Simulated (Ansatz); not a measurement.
Bands of a (6,0) SiC nanotube, along its axis.

The numbers are results of PBE (plane waves to 420 eV, PAW; Ansatz, an electronic-structure program), not measurements. Mesh 1×1×6. No spin polarisation. One-dimensional cell, images about 11 Å apart. A hypothetical model, rolled from the flat sheet. It keeps the symmetry and period of its start, so it need not be a minimum against all distortions.

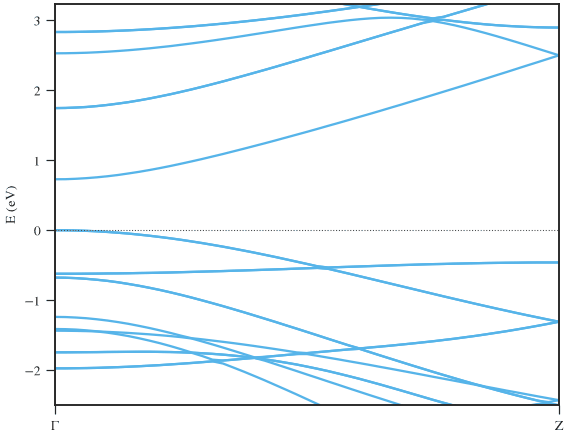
Figure. Bands from the zone centre to the zone edge (period 5.32 Å); the dotted line marks the highest filled level

Task: Is it a metal or a semiconductor at this level? Give what the bands show.

Result: A semiconductor in PBE.
| Property | Result |
|---|---|
| PBE gap | 0.73 eV, direct at Γ |
